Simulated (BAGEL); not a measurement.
**RI-MP2/aug-cc-pVDZ (density fitting with qzvpp-jkfit) run of CH4OSi (SMILES CO[SiH])**

What is the energy change on altering one bond length of CH4OSi at RI-MP2/aug-cc-pVDZ (density fitting with qzvpp-jkfit)? 

The calculation is run with BAGEL 1.2.2.

1 further run of the same task is left out (set aside as unsound or not needed).

## 1. Starting point

CH4OSi has 7 atoms, charge 0, and is taken as a singlet. SMILES: `CO[SiH]`. The coordinates come from a PBE0-D4/def2-TZVP relaxation. This is one conformer, not always the lowest.

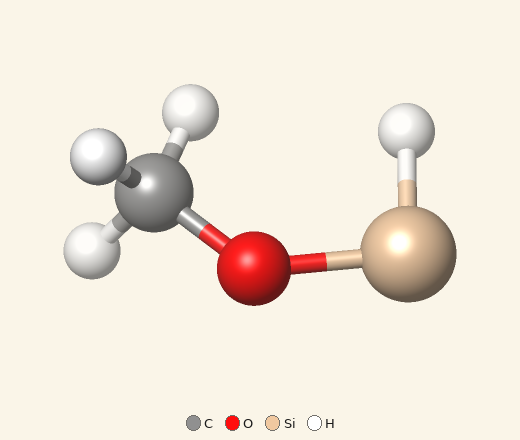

Viewed from a chosen angle; carbon grey, oxygen red, silicon light orange, hydrogen white.

## 2. The energy at RI-MP2/aug-cc-pVDZ (density fitting with qzvpp-jkfit)

mp2.json reads:

```json
{ "bagel": [

{
  "title": "molecule",
  "basis": "aug-cc-pvdz.json",
  "df_basis": "qzvpp-jkfit",
  "angstrom": true,
  "geometry": [
    { "atom": "C", "xyz": [      -0.512400,       0.485500,      -0.338500 ] },
    { "atom": "O", "xyz": [      -0.443200,      -0.446500,       0.717600 ] },
    { "atom": "Si", "xyz": [       0.796900,      -1.387300,       1.229900 ] },
    { "atom": "H", "xyz": [      -1.296400,       0.180800,      -1.035500 ] },
    { "atom": "H", "xyz": [       0.443800,       0.547500,      -0.868700 ] },
    { "atom": "H", "xyz": [      -0.769300,       1.467500,       0.065400 ] },
    { "atom": "H", "xyz": [       1.841700,      -0.915600,       0.184100 ] }
  ]
},

{
  "title": "hf"
},

{
  "title": "mp2",
  "ncore": 7
}

]}
```

The basis set aug-cc-pVDZ is read from a file made from the Basis Set Exchange's data (not shown).

Started as:

```sh
BAGEL_NUM_THREADS=1 BAGEL mp2.json > mp2.out
```

The program printed:

```text
* using 1 threads per process

  ===============================================================
  ===============================================================

  *** Geometry ***

  { "atom" : "C", "xyz" : [     -0.968296,      0.917462,     -0.639672 ] },
  { "atom" : "O", "xyz" : [     -0.837527,     -0.843763,      1.356067 ] },
  { "atom" : "Si", "xyz" : [      1.505923,     -2.621617,      2.324174 ] },
  { "atom" : "H", "xyz" : [     -2.449841,      0.341662,     -1.956811 ] },
  { "atom" : "H", "xyz" : [      0.838660,      1.034625,     -1.641605 ] },
  { "atom" : "H", "xyz" : [     -1.453766,      2.773173,      0.123588 ] },
  { "atom" : "H", "xyz" : [      3.480309,     -1.730233,      0.347899 ] },

  Number of auxiliary basis functions:      352

  Since a DF basis is specified, we compute 2- and 3-index integrals:
    o Being stored without compression. Storage requirement is 0.033 GB

  Number of basis functions:      109
  Number of electrons      :       32

    * METHOD: MOLECULE                             0.12

  *** RHF ***

  === Nuclear Repulsion ===
   101.0699044784

      * DIIS with orbital gradients will be used.

  === RHF iteration (aug-cc-pvdz.json) ===
      0       -403.66632711          0.02138236           0.04
      1       -403.83267319          0.01793118           0.03
      2       -403.97328206          0.00246408           0.03
      3       -403.97742738          0.00117435           0.03
      4       -403.97834358          0.00019148           0.03
      5       -403.97838723          0.00004192           0.03
      6       -403.97838988          0.00001046           0.03
      7       -403.97839007          0.00000347           0.03
      8       -403.97839008          0.00000084           0.03
      9       -403.97839008          0.00000031           0.03
     10       -403.97839008          0.00000011           0.04
     11       -403.97839008          0.00000003           0.04
     12       -403.97839008          0.00000001           0.04
    * SCF iteration converged.

    * Permanent dipole moment:
           (   -0.051877,    -0.435387,     0.533222) a.u.

    * METHOD: HF                                   0.57

  *** RHF ***

  === Nuclear Repulsion ===
   101.0699044784

      * DIIS with orbital gradients will be used.

  === RHF iteration (aug-cc-pvdz.json) ===
      0       -403.97839008          0.00000000           0.03
    * SCF iteration converged.

    * Permanent dipole moment:
           (   -0.051877,    -0.435387,     0.533222) a.u.

  === DF-MP2 calculation ===

    * freezing 7 orbitals
    * 3-index integral transformation done
    * assembly done

      MP2 correlation energy:   -0.4370429860      0.02

      MP2 total energy:       -404.4154330707

    * METHOD: MP2                                  0.11

  ===============================================================
```

Wall time 0.96 s (1 thread of Arm Neoverse V2, shared host); peak memory 0.11 GiB.

## 3. The distorted shape

calc.json reads:

```json
{ "bagel": [

{
  "title": "molecule",
  "basis": "aug-cc-pvdz.json",
  "df_basis": "qzvpp-jkfit",
  "angstrom": true,
  "geometry": [
    { "atom": "C", "xyz": [      -0.990525,       0.454498,      -0.073386 ] },
    { "atom": "O", "xyz": [      -0.921325,      -0.477502,       0.982714 ] },
    { "atom": "Si", "xyz": [       0.318775,      -1.418302,       1.495014 ] },
    { "atom": "H", "xyz": [      -1.774525,       0.149798,      -0.770386 ] },
    { "atom": "H", "xyz": [       0.443800,       0.547500,      -0.868700 ] },
    { "atom": "H", "xyz": [      -1.247425,       1.436498,       0.330514 ] },
    { "atom": "H", "xyz": [       1.363575,      -0.946602,       0.449214 ] }
  ]
},

{ "title": "hf" },

{ "title": "mp2", "ncore": 7 }

]}
```

The basis set aug-cc-pVDZ is read from a file made from the Basis Set Exchange's data (not shown).

Started as:

```sh
BAGEL_NUM_THREADS=1 BAGEL calc.json > calc.out
```

The program printed:

```text
* using 1 threads per process

  ===============================================================
  ===============================================================

  *** Geometry ***

  { "atom" : "C", "xyz" : [     -1.871821,      0.858877,     -0.138679 ] },
  { "atom" : "O", "xyz" : [     -1.741052,     -0.902348,      1.857060 ] },
  { "atom" : "Si", "xyz" : [      0.602397,     -2.680202,      2.825167 ] },
  { "atom" : "H", "xyz" : [     -3.353366,      0.283077,     -1.455819 ] },
  { "atom" : "H", "xyz" : [      0.838660,      1.034625,     -1.641605 ] },
  { "atom" : "H", "xyz" : [     -2.357292,      2.714588,      0.624581 ] },
  { "atom" : "H", "xyz" : [      2.576783,     -1.788819,      0.848891 ] },

  Number of auxiliary basis functions:      352

  Since a DF basis is specified, we compute 2- and 3-index integrals:
    o Being stored without compression. Storage requirement is 0.033 GB

  Number of basis functions:      109
  Number of electrons      :       32

    * METHOD: MOLECULE                             0.12

  *** RHF ***

  === Nuclear Repulsion ===
    99.4586305544

      * DIIS with orbital gradients will be used.

  === RHF iteration (aug-cc-pvdz.json) ===
      0       -403.55846654          0.02084264           0.04
      1       -403.70130784          0.02036161           0.04
      2       -403.88720547          0.00291393           0.03
      3       -403.89370867          0.00127599           0.04
      4       -403.89503199          0.00031654           0.04
      5       -403.89516006          0.00007834           0.04
      6       -403.89516996          0.00002130           0.03
      7       -403.89517068          0.00000655           0.04
      8       -403.89517074          0.00000189           0.04
      9       -403.89517075          0.00000070           0.04
     10       -403.89517075          0.00000024           0.04
     11       -403.89517075          0.00000007           0.04
     12       -403.89517075          0.00000002           0.04
     13       -403.89517075          0.00000001           0.04
    * SCF iteration converged.

    * Permanent dipole moment:
           (    0.112586,    -0.349486,     0.353639) a.u.

    * METHOD: HF                                   0.61

  *** RHF ***

  === Nuclear Repulsion ===
    99.4586305544

      * DIIS with orbital gradients will be used.

  === RHF iteration (aug-cc-pvdz.json) ===
      0       -403.89517075          0.00000000           0.03
    * SCF iteration converged.

    * Permanent dipole moment:
           (    0.112586,    -0.349486,     0.353639) a.u.

  === DF-MP2 calculation ===

    * freezing 7 orbitals
    * 3-index integral transformation done
    * assembly done

      MP2 correlation energy:   -0.4480050305      0.02

      MP2 total energy:       -404.3431757767

    * METHOD: MP2                                  0.11

  ===============================================================
```

Wall time 1 s (1 thread of Arm Neoverse V2, shared host); peak memory 0.11 GiB.

## 4. What came out

At RI-MP2/aug-cc-pVDZ (density fitting with qzvpp-jkfit), 7 core orbitals frozen:

```
                                                         quantity          value
                                        first shape: total energy  -404.41543 Eh
         first shape: correlation energy (7 core orbitals frozen)     -437.0 mEh
                                    distorted shape: total energy  -404.34318 Eh
     distorted shape: correlation energy (7 core orbitals frozen)     -448.0 mEh
energy change with the C1–H5 bond stretched from 1.095 to 1.643 Å       1.966 eV
```

One bond (distorted shape) is far stretched, which a spin-restricted single reference describes badly; perturbation theory on it can break down and give far too much correlation. With the C1–H5 bond stretched from 1.095 to 1.643 Å the energy rises by 1.97 eV (190 kJ/mol). The first shape isn't relaxed at this level, so the change isn't measured from a minimum. A restricted reference can't describe the breaking bond well at this length.
